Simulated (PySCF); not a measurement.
The calculation's input:

```
{"job": {"xc": "CAM-B3LYP", "basis": "pcSseg-1", "solvent": "dimethylsulfoxide", "kind": "nmr", "pop": true}, "charge": 0, "multiplicity": 1}
C      2.529096     0.362514    -0.105950
C      1.095469     0.454890    -0.502333
C      0.163316    -0.417544    -0.158618
C     -1.280334    -0.301647    -0.538534
C     -2.171596    -0.083430     0.678673
F     -1.679908    -1.477654    -1.165042
H      2.819323     1.246541     0.461274
H      2.711763    -0.521552     0.499108
H      3.159553     0.319867    -0.993420
H      0.832798     1.314465    -1.106817
H      0.407359    -1.286365     0.437266
H     -1.431116     0.492706    -1.281003
H     -3.215320    -0.052112     0.375594
H     -1.907840     0.854813     1.158221
H     -2.036978    -0.897502     1.387000
```

Run with:

```sh
OMP_NUM_THREADS=1 python ens_run.py task.json out
```

Geometry: GFN2-xTB.

These are results of PySCF 2.14.0, CAM-B3LYP/pcSseg-1, SCF density, in a dimethylsulfoxide solvent model, non-relativistic, not measurements.

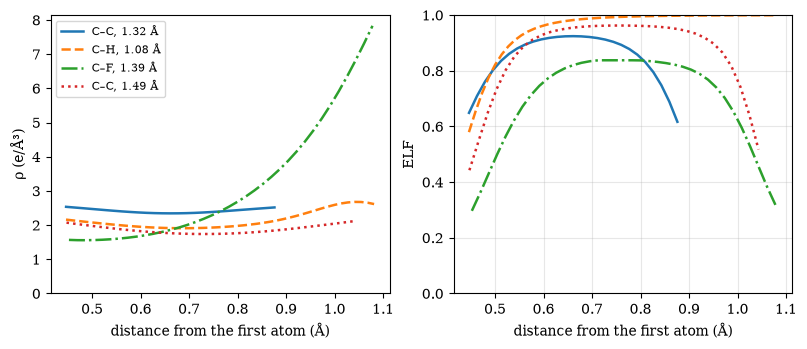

C5H9F (SMILES C/C=C/[C@H](C)F). Total electron density and electron localisation function along straight lines between neighbouring atoms. The curves leave out the atomic cores.

Question: What kind of bonding do the profiles show?

Answer: C–C (1.32 Å): ρ at the midpoint is about 2.3 e/Å³; the ELF peaks at about 0.90 between the atoms: a multiple bond.
C–H (1.08 Å): the density is about 2 e/Å³ at the midpoint; the ELF climbs to about 1 towards the hydrogen, as it does in any bond to H (an ordinary covalent bond to hydrogen).
C–F (1.39 Å): ρ is about 2 e/Å³ halfway, with its minimum of 1.6 e/Å³ about 0.5 Å from C; the ELF peaks at about 0.85 between the atoms (a shared but strongly polarised pair).
C–C (1.49 Å): the density is about 1.7 e/Å³ at the midpoint; the ELF peaks at about 0.95 between the atoms: a shared electron pair.
